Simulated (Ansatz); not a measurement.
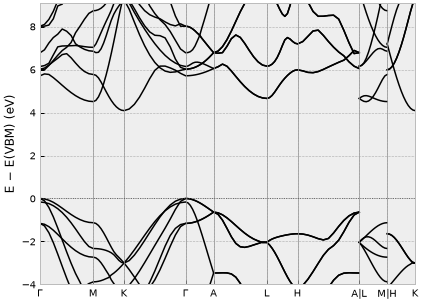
*Band structure from DFT-r²SCAN in the program Ansatz with PAW potentials*

Question: Read off the gap and where the band edges lie.

Answer: About 4.1 eV (4.09 eV by a search for the band edges); maximum at Γ, minimum at K.

The material is BeS (wurtzite, space group No. 186).

Space group P6_3mc (wurtzite). The start of the workflow was typed in or built on a structure type; neither database checked (COD, Materials Project) lists it. COD files the formula under space group No. 216, so this cell is another polymorph or a model. Whether it is the stable phase at ambient conditions was not checked. The cell was relaxed with r²SCAN under the symmetry of its start; its stability against distortions is not shown here.

Potentials: the earlier of the program's two PAW sets.
